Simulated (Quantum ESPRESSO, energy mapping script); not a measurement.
# NiO: energy mapping under PBE+U (6 eV), QE, GBRV

How strongly do the moments of NiO couple under PBE+U (6 eV), QE, GBRV? The plan is to run several orders and fit a Heisenberg model.

Method: PBE with U = 6 eV on Ni d, ortho-atomic projectors; plane waves, U on orthogonalised atomic orbitals unless named otherwise, collinear spin, no spin–orbit coupling, in Quantum ESPRESSO 7.5.

**Measured values to reproduce.**

For NiO, rock salt (literature value for NiO), “Observation and resonant x-ray optical interpretation of multi-atom resonant photoemission effects in O 1s emission from NiO” (2006, arxiv:cond-mat/0609101) quotes earlier work: ordering temperature (Neel temperature) 524 K [Literature value cited from another work, not measured on this sample.].

**1. The structure**

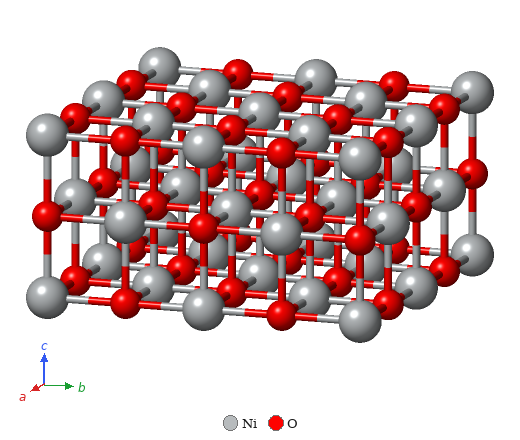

The starting structure, seen slightly off an axis (nickel light grey, oxygen red). 2×2×1 cells are drawn. This picture shows the conventional cell, with its axes. Some periodic images of atoms are drawn too.

A Hubbard U penalises fractional filling of the shell. It raises the cost of virtual hops to the neighbours, so couplings that rest on such hops usually weaken. These runs use Quantum ESPRESSO.

**2. Run 1 (parallel; cell A, 4 atoms)**

The parallel order is the zero of energy for this cell and mesh.

The potential files are GBRV's for PBE; pw.x takes the functional from them.

The input, pw.in:

```
&control
  calculation = 'scf'
  prefix = 'pw'
  outdir = './tmp/'
  pseudo_dir = './pseudo/'
  verbosity = 'low'
/
&system
  ibrav = 0
  nat = 4
  ntyp = 2
  ecutwfc = 45
  ecutrho = 360
  nbnd = 38
  occupations = 'smearing'
  smearing = 'fd'
  degauss = 0.00367493
  nspin = 2
  starting_magnetization(1) = 0.1111
/
&electrons
  conv_thr = 1.0e-08
  electron_maxstep = 120
  mixing_beta = 0.3
  mixing_mode = 'plain'
/
ATOMIC_SPECIES
  Ni 58.6934 Ni.upf
  O 15.9990 O.upf
CELL_PARAMETERS angstrom
  0.00000000 -2.08590164 -2.08590164
  0.00000000 2.08590164 -2.08590164
  4.17180328 0.00000000 0.00000000
ATOMIC_POSITIONS crystal
  Ni 0.50000000 0.50000000 0.50000000
  Ni 0.00000000 0.00000000 0.00000000
  O 0.50000000 0.50000000 0.00000000
  O 0.00000000 0.00000000 0.50000000
K_POINTS automatic
  7 7 5 0 0 0
HUBBARD {ortho-atomic}
U Ni-3d 6
```

Launch:

```console
> OMP_NUM_THREADS=1 mpirun -n 4 pw.x -nk 4 -in pw.in > pw.out
```

The log of the run:

```text
Program PWSCF v.7.5 starts
[...]
unit-cell volume          =     244.9842 (a.u.)^3
     number of atoms/cell      =            4
[...]
number of electrons       =        48.00
     number of Kohn-Sham states=           38
     kinetic-energy cutoff     =      45.0000  Ry
     charge density cutoff     =     360.0000  Ry
     scf convergence threshold =      1.0E-08
[...]
Exchange-correlation= SLA  PW   PBE  PBE
[...]
Hubbard projectors: ortho-atomic
     Hubbard parameters of DFT+U (Dudarev formulation) in eV:
[...]
atomic species   magnetization
[...]
16 Sym. Ops., with inversion, found
[...]
number of k points=    30  Fermi-Dirac smearing, width (Ry)=  0.0037
[...]
Number of occupied Hubbard levels =   16.0000
     Atomic wfc used for Hubbard projectors are orthogonalized
[...]
iteration #  1     ecut=    45.00 Ry     beta= 0.30
[...]
Number of occupied Hubbard levels =    8.3190
     total energy              =    -735.69522884 Ry
     estimated scf accuracy    <      53.66451985 Ry
     total magnetization       =     5.43 Bohr mag/cell
     absolute magnetization    =     5.52 Bohr mag/cell
     iteration #  2     ecut=    45.00 Ry     beta= 0.30
[...]
total energy              =    -747.65674856 Ry
     estimated scf accuracy    <      21.16263194 Ry
     total magnetization       =     0.44 Bohr mag/cell
     absolute magnetization    =     0.45 Bohr mag/cell
     iteration #  3     ecut=    45.00 Ry     beta= 0.30
[...]
total energy              =    -750.42513231 Ry
     estimated scf accuracy    <       0.80608106 Ry
     total magnetization       =     4.00 Bohr mag/cell
     absolute magnetization    =     4.04 Bohr mag/cell
     iteration #  4     ecut=    45.00 Ry     beta= 0.30
[...]
total energy              =    -750.82443313 Ry
     estimated scf accuracy    <       0.43038803 Ry
     total magnetization       =     4.00 Bohr mag/cell
     absolute magnetization    =     4.02 Bohr mag/cell
     iteration #  5     ecut=    45.00 Ry     beta= 0.30
[...]
total energy              =    -750.83631344 Ry
     estimated scf accuracy    <       0.01200128 Ry
     total magnetization       =     4.00 Bohr mag/cell
     absolute magnetization    =     4.02 Bohr mag/cell
     iteration #  6     ecut=    45.00 Ry     beta= 0.30
[...]
total energy              =    -750.83845798 Ry
     estimated scf accuracy    <       0.00038616 Ry
     total magnetization       =     4.00 Bohr mag/cell
     absolute magnetization    =     4.03 Bohr mag/cell
     iteration #  7     ecut=    45.00 Ry     beta= 0.30
[...]
total energy              =    -750.83865273 Ry
     estimated scf accuracy    <       0.00020237 Ry
     total magnetization       =     4.00 Bohr mag/cell
     absolute magnetization    =     4.03 Bohr mag/cell
     iteration #  8     ecut=    45.00 Ry     beta= 0.30
[...]
total energy              =    -750.83870524 Ry
     estimated scf accuracy    <       0.00003939 Ry
     total magnetization       =     4.00 Bohr mag/cell
     absolute magnetization    =     4.03 Bohr mag/cell
     iteration #  9     ecut=    45.00 Ry     beta= 0.30
[...]
total energy              =    -750.83870896 Ry
     estimated scf accuracy    <       0.00001059 Ry
     total magnetization       =     4.00 Bohr mag/cell
     absolute magnetization    =     4.03 Bohr mag/cell
     iteration # 10     ecut=    45.00 Ry     beta= 0.30
[...]
total energy              =    -750.83871254 Ry
     estimated scf accuracy    <       0.00000013 Ry
     total magnetization       =     4.00 Bohr mag/cell
     absolute magnetization    =     4.03 Bohr mag/cell
     iteration # 11     ecut=    45.00 Ry     beta= 0.30
[...]
total energy              =    -750.83871335 Ry
     estimated scf accuracy    <       0.00000002 Ry
     total magnetization       =     4.00 Bohr mag/cell
     absolute magnetization    =     4.03 Bohr mag/cell
     iteration # 12     ecut=    45.00 Ry     beta= 0.30
[...]
Magnetic moment per site  (integrated on atomic sphere of radius R)
     atom   1 (R=0.292)  charge= 15.6073  magn=  1.7297
     atom   2 (R=0.292)  charge= 15.6073  magn=  1.7297
     atom   3 (R=0.292)  charge=  5.7391  magn=  0.2094
     atom   4 (R=0.292)  charge=  5.7391  magn=  0.2094
     End of self-consistent calculation
     =================== HUBBARD OCCUPATIONS ===================
     ------------------------ ATOM    1 ------------------------
     Tr[ns(  1)] (up, down, total) =   4.97576  3.22371  8.19947
     Atomic magnetic moment for atom   1 =   1.75205
     SPIN  1
     eigenvalues:
       0.994  0.994  0.994  0.997  0.997
     eigenvectors (columns):
       0.000 -0.000  0.000  0.500 -0.866
       0.000 -0.275  0.961 -0.000  0.000
       1.000  0.000 -0.000 -0.000 -0.000
      -0.000  0.000 -0.000 -0.866 -0.500
      -0.000  0.961  0.275  0.000  0.000
     occupation matrix ns (before diag.):
       0.997 -0.000 -0.000  0.000  0.000
      -0.000  0.994 -0.000  0.000  0.000
      -0.000 -0.000  0.994  0.000  0.000
       0.000  0.000  0.000  0.997 -0.000
[...]
SPIN  2
     eigenvalues:
[...]
eigenvectors (columns):
[...]
occupation matrix ns (before diag.):
[...]
------------------------ ATOM    2 ------------------------
     Tr[ns(  2)] (up, down, total) =   4.97576  3.22371  8.19947
     Atomic magnetic moment for atom   2 =   1.75205
     SPIN  1
     eigenvalues:
[...]
eigenvectors (columns):
[...]
occupation matrix ns (before diag.):
[...]
SPIN  2
     eigenvalues:
[...]
eigenvectors (columns):
[...]
occupation matrix ns (before diag.):
       0.127 -0.000 -0.000  0.000  0.000
      -0.000  0.990 -0.000  0.000  0.000
      -0.000 -0.000  0.990  0.000  0.000
       0.000  0.000  0.000  0.127 -0.000
       0.000  0.000  0.000 -0.000  0.990
     Number of occupied Hubbard levels =   16.3989
 ------ SPIN UP ------------
          k = 0.0000 0.0000 0.0000 (  1245 PWs)   bands (ev):
   -90.9085 -90.9051 -51.2915 -51.2755 -51.2755 -51.2645 -51.2642 -51.2642
    -5.6397  -4.3618   7.3160   7.6134   7.6136   7.6571   7.9361   8.0810
     8.0810   8.0811   8.7840   9.0135   9.0135  10.4235  10.4235  11.8119
    11.8119  11.8122  15.9633  20.2869  25.1773  26.2663  30.9987  30.9987
    32.1075  33.0313  33.0313  33.0314  36.4195  36.4195
          k = 0.1414 0.0000 0.0000 (  1241 PWs)   bands (ev):
   -90.9082 -90.9054 -51.2889 -51.2745 -51.2745 -51.2671 -51.2653 -51.2653
    -5.4835  -4.4303   6.7824   7.2032   7.3875   7.6440   7.9049   8.0064
     8.0912   8.0912   8.7574   8.7574   9.7710  10.7614  10.7614  11.5676
    11.8021  11.8021  16.9716  20.5728  25.1221  26.4759  30.0580  30.8638
    30.8638  32.0700  32.0700  33.1480  35.8315  38.1260
          k = 0.2828 0.0000 0.0000 (  1241 PWs)   bands (ev):
   -90.9073 -90.9062 -51.2822 -51.2739 -51.2716 -51.2716 -51.2682 -51.2682
    -5.0950  -4.6804   6.2008   6.4650   7.5761   7.7239   7.8126   7.8235
[...]
30.7169  30.7169  31.0434  31.0434  39.8098  40.8634
          k = 0.0000 0.1010-0.1010 (  1252 PWs)   bands (ev):
[...]
31.5561  31.6446  33.2477  34.2288  34.6449  36.6141
          k = 0.1414 0.1010-0.1010 (  1245 PWs)   bands (ev):
[...]
31.6971  31.7030  31.8760  34.4927  34.9989  36.3553
          k = 0.2828 0.1010-0.1010 (  1237 PWs)   bands (ev):
[...]
30.2641  30.5662  32.0841  32.9374  37.8303  39.0788
          k = 0.0000 0.2020-0.2020 (  1244 PWs)   bands (ev):
[...]
29.9615  31.6030  33.3620  33.9200  36.2382  37.7408
          k = 0.1414 0.2020-0.2020 (  1249 PWs)   bands (ev):
[...]
29.9359  30.4728  33.7618  34.9226  35.6598  37.2497
          k = 0.2828 0.2020-0.2020 (  1239 PWs)   bands (ev):
[...]
29.2437  29.4347  34.6184  35.0854  36.6681  38.4357
          k = 0.0000 0.3030-0.3030 (  1242 PWs)   bands (ev):
[...]
29.4862  29.9365  35.1091  36.2222  36.8952  38.3005
          k = 0.1414 0.3030-0.3030 (  1248 PWs)   bands (ev):
[...]
k = 0.2828 0.3030-0.3030 (  1240 PWs)   bands (ev):
[...]
k = 0.0000 0.0000-0.2020 (  1237 PWs)   bands (ev):
[...]
[... cut ...]
[...]
------ SPIN DOWN ----------
          k = 0.0000 0.0000 0.0000 (  1245 PWs)   bands (ev):
[...]
k = 0.1414 0.0000 0.0000 (  1241 PWs)   bands (ev):
[...]
k = 0.2828 0.0000 0.0000 (  1241 PWs)   bands (ev):
[...]
k = 0.1414 0.1010-0.5051 (  1257 PWs)   bands (ev):
[...]
30.2818  30.5540  32.6930  33.4871  40.3965  42.0245
          k = 0.2828 0.1010-0.5051 (  1261 PWs)   bands (ev):
[...]
29.5703  29.7606  35.2100  35.2942  38.4751  38.6850
          k = 0.0000 0.0000-0.6061 (  1246 PWs)   bands (ev):
[...]
30.9012  31.3308  31.3309  32.0238  43.4646  43.6759
          k = 0.1414 0.0000-0.6061 (  1262 PWs)   bands (ev):
[...]
16.7887  16.8857  21.6638  21.7830  25.3393  25.3925  25.7989  26.2310
    30.4851  30.8335  32.3857  32.4959  41.8186  42.1531
          k = 0.2828 0.0000-0.6061 (  1255 PWs)   bands (ev):
   -88.4885 -88.4884 -48.9445 -48.9434 -48.9402 -48.9379 -48.9310 -48.9306
    -3.5719  -3.5407   7.7710   7.8749   7.9653   8.1342   9.9849  10.0190
    10.2859  10.3408  10.8413  10.9037  11.0252  11.2066  16.5845  16.6606
    17.1696  17.1902  23.1300  23.2213  24.9380  24.9763  25.3316  25.5568
    28.9503  29.1674  34.9663  35.0727  38.3338  38.3498
     the Fermi energy is    14.7817 ev
!    total energy              =    -750.83871411 Ry
     estimated scf accuracy    <          2.4E-09 Ry
     smearing contrib. (-TS)   =      -0.00000000 Ry
     internal energy E=F+TS    =    -750.83871411 Ry
     The total energy is F=E-TS. E is the sum of the following terms:
     one-electron contribution =    -431.78587728 Ry
     hartree contribution      =     245.21044118 Ry
     xc contribution           =     -85.93807747 Ry
     ewald contribution        =    -478.44661533 Ry
     Hubbard energy            =       0.12141479 Ry
     total magnetization       =     4.00 Bohr mag/cell
     absolute magnetization    =     4.03 Bohr mag/cell
     convergence has been achieved in  12 iterations
=------------------------------------------------------------------------------=
   JOB DONE.
=------------------------------------------------------------------------------=
```

The job ended after 17 s (4 MPI ranks of Arm Neoverse V1, shared host; peak memory 0.39 GiB).

Spin moment in the sphere by atom:

| atom | spin moment in the sphere (μB) |
| --- | --- |
| Ni1 | 1.73 |
| Ni2 | 1.73 |
| O3 | 0.21 |
| O4 | 0.21 |

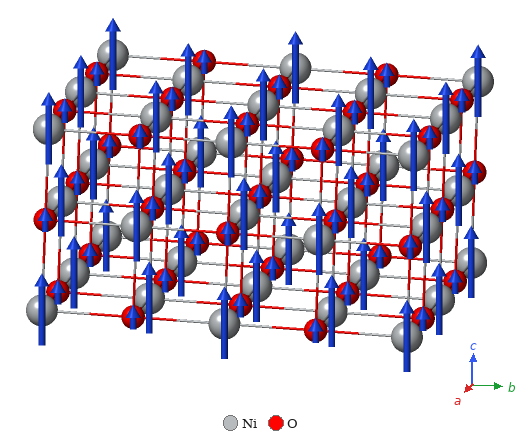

Spin moment in the sphere as arrows, the longest 1.73 μB. Up and down stand for the sign. Arrows give size and sign along the axis of quantisation, drawn up and down the page. Each arrow also spans its atom, so small moments look longer than they are. 2×2×1 conventional cells are drawn. Some periodic images of atoms are drawn too.

The run ends ferromagnetic.

**3. Run 2 (compensated +−; cell A, 4 atoms)**

This order reverses 8 of the 12 neighbours at 2.95 Å, 0 of the 6 neighbours at 4.17 Å and 16 of the 24 neighbours at 5.11 Å, counted for an average magnetic atom.

pw.in, as its differences from that of step 2:

```diff
@@ -10,6 +10,6 @@
   nat = 4
-  ntyp = 2
+  ntyp = 3
   ecutwfc = 45
   ecutrho = 360
-  nbnd = 38
+  nbnd = 36
   occupations = 'smearing'
@@ -19,2 +19,3 @@
   starting_magnetization(1) = 0.1111
+  starting_magnetization(2) = -0.1111
 /
@@ -27,3 +28,4 @@
 ATOMIC_SPECIES
-  Ni 58.6934 Ni.upf
+  Ni1 58.6934 Ni.upf
+  Ni2 58.6934 Ni.upf
   O 15.9990 O.upf
@@ -34,4 +36,4 @@
 ATOMIC_POSITIONS crystal
-  Ni 0.50000000 0.50000000 0.50000000
-  Ni 0.00000000 0.00000000 0.00000000
+  Ni1 0.50000000 0.50000000 0.50000000
+  Ni2 0.00000000 0.00000000 0.00000000
   O 0.50000000 0.50000000 0.00000000
@@ -41,2 +43,3 @@
 HUBBARD {ortho-atomic}
-U Ni-3d 6
+U Ni1-3d 6
+U Ni2-3d 6
```

The log of the run:

```text
[banner, memory and clock lines left out]
Program PWSCF v.7.5 starts
[...]
unit-cell volume          =     244.9842 (a.u.)^3
     number of atoms/cell      =            4
[...]
number of electrons       =        48.00
     number of Kohn-Sham states=           36
     kinetic-energy cutoff     =      45.0000  Ry
     charge density cutoff     =     360.0000  Ry
     scf convergence threshold =      1.0E-08
[...]
Exchange-correlation= SLA  PW   PBE  PBE
[...]
Hubbard projectors: ortho-atomic
     Hubbard parameters of DFT+U (Dudarev formulation) in eV:
[...]
atomic species   magnetization
[...]
16 Sym. Ops., with inversion, found
[...]
number of k points=    30  Fermi-Dirac smearing, width (Ry)=  0.0037
[...]
Number of occupied Hubbard levels =   16.0000
     Atomic wfc used for Hubbard projectors are orthogonalized
[...]
iteration #  1     ecut=    45.00 Ry     beta= 0.30
[...]
Number of occupied Hubbard levels =    8.2227
     total energy              =    -735.32808166 Ry
     estimated scf accuracy    <      54.38435256 Ry
     total magnetization       =     0.00 Bohr mag/cell
     absolute magnetization    =     5.19 Bohr mag/cell
     iteration #  2     ecut=    45.00 Ry     beta= 0.30
[...]
total energy              =    -747.63797992 Ry
     estimated scf accuracy    <      21.72966531 Ry
     total magnetization       =     0.00 Bohr mag/cell
     absolute magnetization    =     0.30 Bohr mag/cell
     iteration #  3     ecut=    45.00 Ry     beta= 0.30
[...]
total energy              =    -750.41603139 Ry
     estimated scf accuracy    <       0.82014192 Ry
     total magnetization       =     0.00 Bohr mag/cell
     absolute magnetization    =     3.83 Bohr mag/cell
[...]
total energy              =    -750.83714511 Ry
[...]
iteration # 12     ecut=    45.00 Ry     beta= 0.30
[...]
total energy              =    -750.83714556 Ry
     estimated scf accuracy    <       0.00000004 Ry
     total magnetization       =    -0.00 Bohr mag/cell
     absolute magnetization    =     3.82 Bohr mag/cell
     iteration # 13     ecut=    45.00 Ry     beta= 0.30
[...]
Magnetic moment per site  (integrated on atomic sphere of radius R)
     atom   1 (R=0.292)  charge= 15.6045  magn=  1.7377
     atom   2 (R=0.292)  charge= 15.6045  magn= -1.7377
     atom   3 (R=0.292)  charge=  5.7410  magn= -0.0712
[...]
SPIN  2
     eigenvalues:
[...]
eigenvectors (columns):
[...]
occupation matrix ns (before diag.):
[...]
------------------------ ATOM    2 ------------------------
     Tr[ns(  2)] (up, down, total) =   3.21815  4.97544  8.19359
     Atomic magnetic moment for atom   2 =  -1.75730
     SPIN  1
     eigenvalues:
[...]
eigenvectors (columns):
[...]
occupation matrix ns (before diag.):
[...]
SPIN  2
     eigenvalues:
[...]
eigenvectors (columns):
[...]
occupation matrix ns (before diag.):
[...]
0.000  0.000  0.000  0.997 -0.000
       0.000  0.000  0.000 -0.000  0.994
     Number of occupied Hubbard levels =   16.3872
 ------ SPIN UP ------------
          k = 0.0000 0.0000 0.0000 (  1245 PWs)   bands (ev):
   -90.9412 -88.5155 -51.3128 -51.3029 -51.3029 -48.9592 -48.9499 -48.9499
    -5.4649  -3.9789   7.5464   7.7414   7.8043   8.1592   8.3585   8.3585
     9.0302  10.0453  10.0453  10.6047  10.6047  12.0207  12.0313  12.0313
[...]
32.0640  33.1942  33.1942  33.2002
          k = 0.1414 0.0000 0.0000 (  1241 PWs)   bands (ev):
[...]
31.0520  32.2545  32.2545  33.4536
          k = 0.2828 0.0000 0.0000 (  1241 PWs)   bands (ev):
[...]
30.8673  30.8673  31.2529  31.2529
          k = 0.0000 0.1010-0.1010 (  1252 PWs)   bands (ev):
[...]
k = 0.1414 0.1010-0.1010 (  1245 PWs)   bands (ev):
[...]
k = 0.2828 0.1010-0.1010 (  1237 PWs)   bands (ev):
[...]
[... cut ...]
[...]
------ SPIN DOWN ----------
          k = 0.0000 0.0000 0.0000 (  1245 PWs)   bands (ev):
[...]
k = 0.1414 0.0000 0.0000 (  1241 PWs)   bands (ev):
[...]
k = 0.2828 0.0000 0.0000 (  1241 PWs)   bands (ev):
[...]
k = 0.1414 0.0000-0.6061 (  1262 PWs)   bands (ev):
[...]
30.2135  30.6636  32.1772  32.2979
          k = 0.2828 0.0000-0.6061 (  1255 PWs)   bands (ev):
[...]
9.0461   9.8218   9.9378  10.1658  10.6864  10.8602  10.9312  11.9254
    16.6173  17.1678  22.6018  23.1248  24.7537  24.8103  25.1758  25.4024
    28.6642  29.0111  34.7771  34.8974
     the Fermi energy is    14.7749 ev
!    total energy              =    -750.83714599 Ry
     estimated scf accuracy    <          8.9E-10 Ry
     smearing contrib. (-TS)   =      -0.00000000 Ry
     internal energy E=F+TS    =    -750.83714599 Ry
     The total energy is F=E-TS. E is the sum of the following terms:
     one-electron contribution =    -431.73330169 Ry
     hartree contribution      =     245.15803589 Ry
     xc contribution           =     -85.93446119 Ry
     ewald contribution        =    -478.44661533 Ry
     Hubbard energy            =       0.11919633 Ry
     total magnetization       =     0.00 Bohr mag/cell
     absolute magnetization    =     3.82 Bohr mag/cell
     convergence has been achieved in  13 iterations
```

Elapsed: 18 s, on 4 MPI ranks; peak memory 0.4 GiB.

Spin moment in the sphere by atom:

| atom | spin moment in the sphere (μB) |
| --- | --- |
| Ni1 | 1.74 |
| Ni2 | -1.74 |
| O3 | -0.07 |
| O4 | 0.07 |

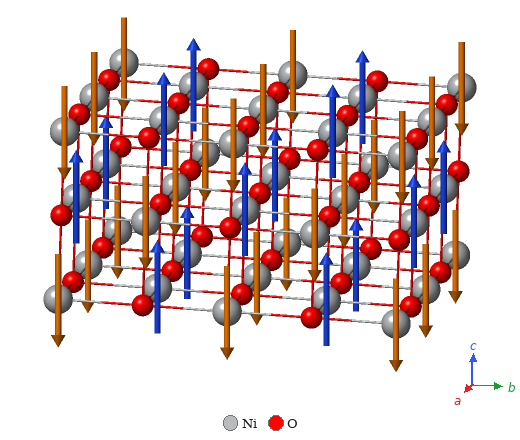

Spin moment in the sphere as arrows, the longest 1.74 μB. Up and down stand for the sign. Arrows give size and sign along the axis of quantisation, drawn up and down the page. The two directions have two colours. 2×2×1 conventional cells are drawn. Some periodic images of atoms are drawn too.

The run ends antiferromagnetic, 10.67 meV a magnetic atom above the parallel order of its cell.

[end of part 1 of 3]

[Logs and program files are shortened in this print: banners, set-up blocks, solver, clock and traceback lines can be left out without a mark of their own.]

[Logs are printed without paths, hosts, clocks, repeated set-up lines and the standing remarks that a program may print on its own settings, such as how far it seeks lower states.]

[Hosts, paths, dates, database ids (printed as entryN), source tags and the programs' standing remarks are cut or masked in the printed files.]

[Where a cell is said to come from a database of computed structures, the database is the Materials Project.]
